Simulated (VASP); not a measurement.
Band structure of Hg₃ZnTe₄ (ordered alloy cell). All values below come from PBEsol GGA, VASP's PBE PAW potentials (set 64) (plane waves; VASP 6.6.1).

Unless said otherwise, spin-orbit coupling is left out, though it shifts the bands of the heavy elements here.

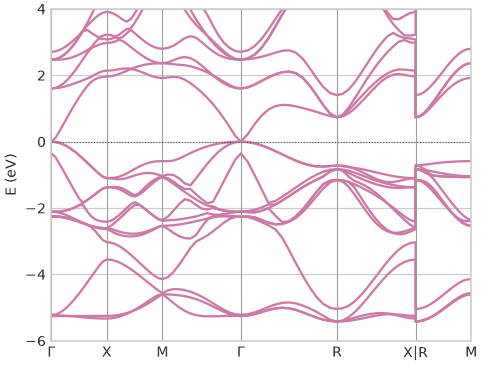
Figure: Bands along high-symmetry lines, zero at the valence-band maximum or, without a gap, the Fermi level

Problem. Read the plot: is there a gap, and where are the band edges?

Solution. It has no gap at this level: it comes out as a metal or semimetal. (Edges off the drawn lines would not show.)

The structure was generated: Hg3ZnTe4 was put into an ordered model structure (P-43m), which need not be its known phase. It was relaxed first.
